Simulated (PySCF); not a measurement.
SMILES Cl[SiH2][SiH2][GeH3] (H7ClGeSi2) at its PBE0/def2-SVP optimised geometry (Å):

```
11

Si    -2.0256     0.5152     0.0000
Cl    -2.7100     2.4791     0.0000
Si     0.3173     0.5152     0.0000
Ge     1.1707    -1.7163     0.0006
H     -2.5635    -0.1685    -1.2130
H     -2.5629    -0.1678     1.2136
H      0.7982     1.2409     1.2167
H      0.7990     1.2409    -1.2164
H      0.7007    -2.4658    -1.2601
H      0.6639    -2.4791     1.2390
H      2.7100    -1.7043     0.0236
```

Method: PBE0/def2-TZVP (PySCF 2.14.0). Cells within 0.4 Å of a nucleus heavier than hydrogen are left out (blank, or x).

Map of the deformation density (molecule minus spherical neutral atoms) (e/bohr³) on the plane z = 0.0 Å:

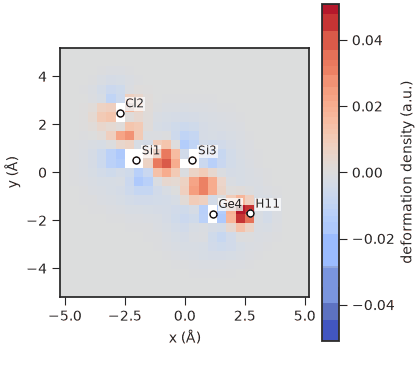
Figure: Deformation density (molecule minus spherical neutral atoms) (e/bohr³) on the plane z = 0.0 Å.
